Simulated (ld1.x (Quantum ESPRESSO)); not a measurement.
Zr, PAW, made with ld1.x (Quantum ESPRESSO) 7.5 (Wu–Cohen, scalar-relativistic). Core [Kr], reference 4d2.5 5s1.5 5p0. Waves: 5s (bound): rcutus 3.50 bohr; 5s channel at 0.2 Ry: rcutus 3.50 bohr; 5p (bound, empty): rcutus 4.75 bohr; 5p channel at 0.55 Ry: rcutus 4.75 bohr; 4d (bound): rcutus 2.70 bohr; 4d channel at 5.1 Ry: rcutus 2.70 bohr. Local part: all-electron potential smoothed inside 3.05 bohr (lloc = -1). Core correction: a·sin(br)/r model core, default radius (core density twice the valence density). Augmentation charge: BESSEL, radius 2.05 bohr.

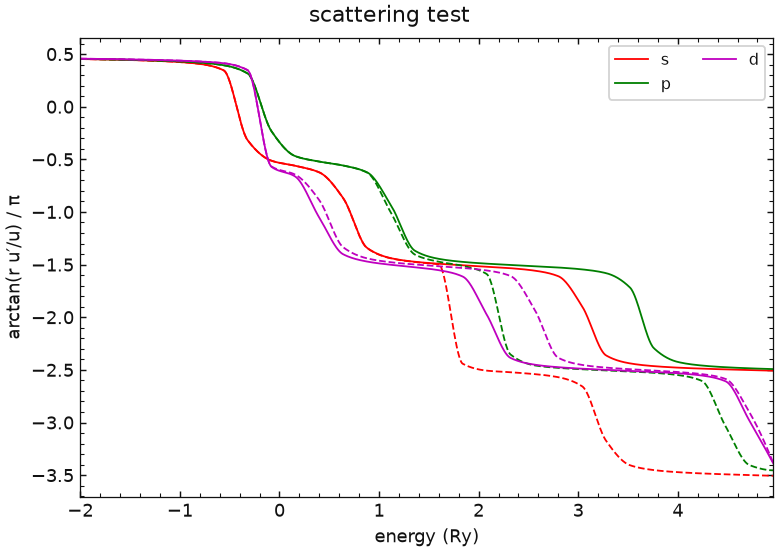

Unwrapped phase arctan(r u′/u) in units of π against energy, all-electron (solid) and pseudo (dashed); the pseudo phase is matched to the all-electron one at the reference energy. Here u = r R(r). A near-vertical step is a level narrower than the spacing of the points behind the curves.

Q: Counted from its reference energy, which channel leaves the all-electron phase first?

A: The d channel: its phase error passes 0.05 rad 0.4 Ry above its reference energy, against 1.0 Ry for p.

Q: Give the range of good agreement (0.05 rad in phase) for each channel.

A: s: up to about 1.6 Ry; p: up to about 0.9 Ry; d: up to about 0.1 Ry.

Q: Does the potential have spurious states?

A: Going away from the reference energies, the phases part by more than π/2 in: s at about 1.7 Ry (above its reference energy, pseudo phase lower); p at about 2.2 Ry (above its reference energy, pseudo phase lower); d at about 2.1 Ry (above its reference energy, pseudo phase higher). Such a step is either a state that only one of the two atoms has or an ordinary level shifted in energy. The separate test gives: no ghost state below the valence levels in the s, p, d, f channels.
